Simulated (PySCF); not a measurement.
**AsH (triplet): field gradients at the nuclei**

How much do the quadrupole couplings of AsH (triplet) depend on the level of theory? Each job file holds the settings and the coordinates that a driver script hands to the program.

Program: PySCF 2.14.0, density-fitted response routines. Level of theory: the levels named in each step. These are calculated values, not measurements.

## (1) The structure to begin with

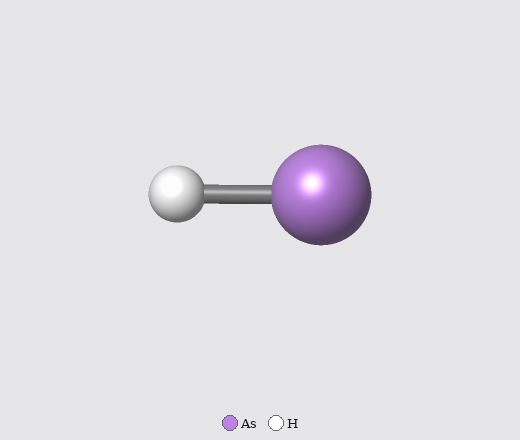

Start, viewed from a chosen angle; arsenic purple, hydrogen white.

Coordinates:

```xyz
2

As    0.0000    0.0000    0.0000
H     0.0000    0.0000    1.5152
```

## (2) Geometry, PBE0-D3(BJ)/def2-TZVP

job.txt

```
{"job": {"xc": "PBE0", "basis": "def2-TZVP", "d3": "d3bj", "grid": 2, "kind": "geom"}, "charge": 0, "multiplicity": 3}
As     0.000000     0.000000     0.000000
H      0.000000     0.000000     1.515200
```

Output:

```text
step   0  E = -2236.14668256  max force = 0.005733
step   1  E = -2236.14676854  max force = 0.000782
step   2  E = -2236.14677025  max force = 0.000026
optimisation converged
```

Run time: 8.7 s. Hardware: 2 threads of Intel Xeon at 2.50GHz (Skylake/Cascade Lake), shared host; peak memory 0.26 GiB.

It ended at:

```xyz
2

As    0.0000    0.0000   -0.0082
H     0.0000    0.0000    1.5234
```

## (3) Field gradients, PBE0/def2-TZVPP

job.txt

```
{"job": {"kind": "efgt", "xc": "PBE0", "basis": "def2-TZVPP"}, "charge": 0, "multiplicity": 3}
As     0.000000     0.000000    -0.008233
H     -0.000000    -0.000000     1.523433
```

Output:

```text
coarse grid: 9808 points
cycle   1  E = -2236.1356026737  dE = -8.674e-01  |g| = 2.607e-01  |ddm| = 9.334e-01
cycle   2  E = -2236.1390036846  dE = -3.401e-03  |g| = 2.408e-01  |ddm| = 2.060e-01
cycle   3  E = -2236.1465574802  dE = -7.554e-03  |g| = 9.363e-03  |ddm| = 1.007e-01
cycle   4  E = -2236.1466246846  dE = -6.720e-05  |g| = 3.910e-03  |ddm| = 1.855e-02
cycle   5  E = -2236.1466361322  dE = -1.145e-05  |g| = 8.522e-04  |ddm| = 6.173e-03
cycle   6  E = -2236.1466369236  dE = -7.913e-07  |g| = 1.747e-04  |ddm| = 1.540e-03
final grid: 30232 points
cycle   7  E = -2236.1466632454  dE = -3.013e-08  |g| = 1.317e-04  |ddm| = 3.275e-04
cycle   8  E = -2236.1466632521  dE = -6.659e-09  |g| = 1.237e-04  |ddm| = 1.755e-04
cycle   9  E = -2236.1466632552  dE = -3.107e-09  |g| = 1.871e-05  |ddm| = 6.296e-05
cycle  10  E = -2236.1466632561  dE = -9.295e-10  |g| = 7.814e-06  |ddm| = 6.592e-05
converged SCF energy = -2236.1466632561

Field-gradient tensors (au): xx yy zz xy xz yz
  0 As    0.65189    0.65189   -1.30378    0.00000   -0.00000    0.00000
  1 H    -0.07068   -0.07068    0.14137   -0.00000    0.00000   -0.00000
```

It took 3 s on 2 threads of Intel Xeon at 2.50GHz (Skylake/Cascade Lake), shared host; peak memory 0.28 GiB.

## (4) Field gradients, PBE/def2-TZVPP

job.txt

```
{"job": {"kind": "efgt", "xc": "PBE", "basis": "def2-TZVPP"}, "charge": 0, "multiplicity": 3}
As     0.000000     0.000000    -0.008233
H     -0.000000    -0.000000     1.523433
```

Output:

```text
coarse grid: 9808 points
cycle   1  E = -2236.0616745986  dE = -8.091e-01  |g| = 3.576e-01  |ddm| = 9.513e-01
cycle   2  E = -2236.0602587056  dE =  1.416e-03  |g| = 3.761e-01  |ddm| = 2.608e-01
cycle   3  E = -2236.0783092024  dE = -1.805e-02  |g| = 1.939e-02  |ddm| = 1.577e-01
cycle   4  E = -2236.0784455911  dE = -1.364e-04  |g| = 7.798e-03  |ddm| = 3.817e-02
cycle   5  E = -2236.0784915283  dE = -4.594e-05  |g| = 2.032e-03  |ddm| = 1.356e-02
cycle   6  E = -2236.0784949166  dE = -3.388e-06  |g| = 2.558e-04  |ddm| = 2.950e-03
final grid: 30232 points
cycle   7  E = -2236.0785289589  dE = -2.684e-08  |g| = 2.263e-04  |ddm| = 5.733e-04
cycle   8  E = -2236.0785289594  dE = -4.752e-10  |g| = 2.496e-04  |ddm| = 4.665e-04
cycle   9  E = -2236.0785289866  dE = -2.728e-08  |g| = 1.634e-05  |ddm| = 2.259e-04
cycle  10  E = -2236.0785289868  dE = -2.046e-10  |g| = 5.889e-06  |ddm| = 3.301e-05
converged SCF energy = -2236.0785289868

Field-gradient tensors (au): xx yy zz xy xz yz
  0 As    0.67770    0.67770   -1.35540    0.00000   -0.00000    0.00000
  1 H    -0.07043   -0.07043    0.14085   -0.00000   -0.00000   -0.00000
```

Wall time 3.7 s (2 threads of Intel Xeon at 2.50GHz (Skylake/Cascade Lake), shared host); peak memory 0.28 GiB.

## (5) Field gradients, B3LYP/def2-TZVPP

job.txt

```
{"job": {"kind": "efgt", "xc": "B3LYP", "basis": "def2-TZVPP"}, "charge": 0, "multiplicity": 3}
As     0.000000     0.000000    -0.008233
H     -0.000000    -0.000000     1.523433
```

Output:

```text
coarse grid: 9808 points
cycle   1  E = -2236.4511626399  dE = -8.488e-01  |g| = 2.909e-01  |ddm| = 9.362e-01
cycle   2  E = -2236.4530701211  dE = -1.907e-03  |g| = 2.786e-01  |ddm| = 2.161e-01
cycle   3  E = -2236.4630532787  dE = -9.983e-03  |g| = 1.011e-02  |ddm| = 1.168e-01
cycle   4  E = -2236.4631013971  dE = -4.812e-05  |g| = 4.424e-03  |ddm| = 1.876e-02
cycle   5  E = -2236.4631150835  dE = -1.369e-05  |g| = 9.047e-04  |ddm| = 7.153e-03
cycle   6  E = -2236.4631158551  dE = -7.715e-07  |g| = 2.238e-04  |ddm| = 1.432e-03
final grid: 30232 points
cycle   7  E = -2236.4631349688  dE = -4.139e-08  |g| = 1.790e-04  |ddm| = 4.593e-04
cycle   8  E = -2236.4631349777  dE = -8.937e-09  |g| = 1.747e-04  |ddm| = 2.655e-04
cycle   9  E = -2236.4631349848  dE = -7.121e-09  |g| = 1.984e-05  |ddm| = 9.943e-05
cycle  10  E = -2236.4631349856  dE = -7.340e-10  |g| = 1.041e-05  |ddm| = 4.895e-05
converged SCF energy = -2236.4631349856

Field-gradient tensors (au): xx yy zz xy xz yz
  0 As    0.61201    0.61201   -1.22401    0.00000   -0.00000    0.00000
  1 H    -0.06944   -0.06944    0.13888   -0.00000   -0.00000   -0.00000
```

It took 2.9 s on 2 threads of Intel Xeon at 2.50GHz (Skylake/Cascade Lake), shared host; peak memory 0.28 GiB.

## (6) Field gradients, CAM-B3LYP/def2-TZVPP

job.txt

```
{"job": {"kind": "efgt", "xc": "CAM-B3LYP", "basis": "def2-TZVPP"}, "charge": 0, "multiplicity": 3}
As     0.000000     0.000000    -0.008233
H     -0.000000    -0.000000     1.523433
```

Output:

```text
coarse grid: 9808 points
cycle   1  E = -2236.5280751678  dE = -9.234e-01  |g| = 2.814e-01  |ddm| = 9.261e-01
cycle   2  E = -2236.5328195885  dE = -4.744e-03  |g| = 2.516e-01  |ddm| = 2.189e-01
cycle   3  E = -2236.5409118004  dE = -8.092e-03  |g| = 9.509e-03  |ddm| = 1.008e-01
cycle   4  E = -2236.5410054405  dE = -9.364e-05  |g| = 3.329e-03  |ddm| = 1.989e-02
cycle   5  E = -2236.5410148777  dE = -9.437e-06  |g| = 6.808e-04  |ddm| = 4.718e-03
final grid: 30232 points
cycle   6  E = -2236.5410360571  dE = -5.974e-07  |g| = 3.219e-04  |ddm| = 1.256e-03
cycle   7  E = -2236.5410361686  dE = -1.115e-07  |g| = 2.078e-04  |ddm| = 5.366e-04
cycle   8  E = -2236.5410361935  dE = -2.489e-08  |g| = 9.771e-05  |ddm| = 1.961e-04
cycle   9  E = -2236.5410362071  dE = -1.365e-08  |g| = 3.212e-05  |ddm| = 2.071e-04
cycle  10  E = -2236.5410362090  dE = -1.884e-09  |g| = 1.081e-05  |ddm| = 7.410e-05
cycle  11  E = -2236.5410362095  dE = -4.238e-10  |g| = 9.725e-07  |ddm| = 5.655e-05
converged SCF energy = -2236.5410362095

Field-gradient tensors (au): xx yy zz xy xz yz
  0 As    0.61312    0.61312   -1.22624    0.00000   -0.00000    0.00000
  1 H    -0.06953   -0.06953    0.13906    0.00000   -0.00000    0.00000
```

Run time: 3.4 s. Hardware: 2 threads of Intel Xeon at 2.50GHz (Skylake/Cascade Lake), shared host; peak memory 0.28 GiB.

## (7) Field gradients, HF/def2-TZVPP

job.txt

```
{"job": {"kind": "efgt", "xc": "HF", "basis": "def2-TZVPP"}, "charge": 0, "multiplicity": 3}
As     0.000000     0.000000    -0.008233
H     -0.000000    -0.000000     1.523433
```

Output:

```text
final grid: 30232 points
cycle   1  E = -2234.7463530212  dE = -1.038e+00  |g| = 1.596e-01  |ddm| = 9.142e-01
cycle   2  E = -2234.7611073896  dE = -1.475e-02  |g| = 9.041e-02  |ddm| = 2.037e-01
cycle   3  E = -2234.7632515803  dE = -2.144e-03  |g| = 2.437e-02  |ddm| = 5.888e-02
cycle   4  E = -2234.7640362446  dE = -7.847e-04  |g| = 7.491e-03  |ddm| = 5.041e-02
cycle   5  E = -2234.7641259715  dE = -8.973e-05  |g| = 2.073e-03  |ddm| = 1.787e-02
cycle   6  E = -2234.7641337206  dE = -7.749e-06  |g| = 4.416e-04  |ddm| = 6.127e-03
cycle   7  E = -2234.7641340961  dE = -3.755e-07  |g| = 1.724e-04  |ddm| = 1.130e-03
cycle   8  E = -2234.7641341776  dE = -8.153e-08  |g| = 9.183e-05  |ddm| = 4.939e-04
cycle   9  E = -2234.7641342105  dE = -3.293e-08  |g| = 3.807e-05  |ddm| = 3.858e-04
cycle  10  E = -2234.7641342169  dE = -6.385e-09  |g| = 1.005e-05  |ddm| = 1.965e-04
cycle  11  E = -2234.7641342173  dE = -3.761e-10  |g| = 1.357e-06  |ddm| = 5.785e-05
converged SCF energy = -2234.7641342173

Field-gradient tensors (au): xx yy zz xy xz yz
  0 As    0.56304    0.56304   -1.12608    0.00000   -0.00000    0.00000
  1 H    -0.07224   -0.07224    0.14448   -0.00000   -0.00000   -0.00000
```

Run time: 0.7 s. Hardware: 2 threads of Intel Xeon at 2.50GHz (Skylake/Cascade Lake), shared host; peak memory 0.28 GiB.

## (8) Comparison

Largest principal value Vzz, in atomic units:

| atom | PBE0/def2-TZVPP | PBE/def2-TZVPP | B3LYP/def2-TZVPP | CAM-B3LYP/def2-TZVPP | HF/def2-TZVPP |
| --- | --- | --- | --- | --- | --- |
| As1 | -1.3038 | -1.3554 | -1.2240 | -1.2262 | -1.1261 |
| H2 | 0.1414 | 0.1409 | 0.1389 | 0.1391 | 0.1445 |
| CPU time | 3.9 s | 5.2 s | 4 s | 4.9 s | 1.1 s |

Couplings eQVzz/h in MHz (234.9647 × Q in barn × Vzz), with Q = 0.311 (75As), 0.00285783 (2H):

```csv
nucleus,PBE0/def2-TZVPP,PBE/def2-TZVPP,B3LYP/def2-TZVPP,CAM-B3LYP/def2-TZVPP,HF/def2-TZVPP
75As (atom 1),-95.272,-99.045,-89.443,-89.606,-82.287
2H (atom 2),0.095,0.095,0.093,0.093,0.097
```

## (9) Outcome

| quantity | value |
| --- | --- |
| coupling of 75As (atom 1), PBE0/def2-TZVPP | -95.272 MHz |
| coupling of 2H (atom 2), PBE0/def2-TZVPP | 0.095 MHz |

**Reading.** The largest coupling, that of 75As, runs from -99.045 (PBE/def2-TZVPP) to -82.287 MHz (HF/def2-TZVPP). The gradients are non-relativistic, at the equilibrium geometry and in principal axes; measured couplings hold vibrational averaging and refer to the inertial axes. The def2 sets are stiff near the nuclei, which limits their accuracy.
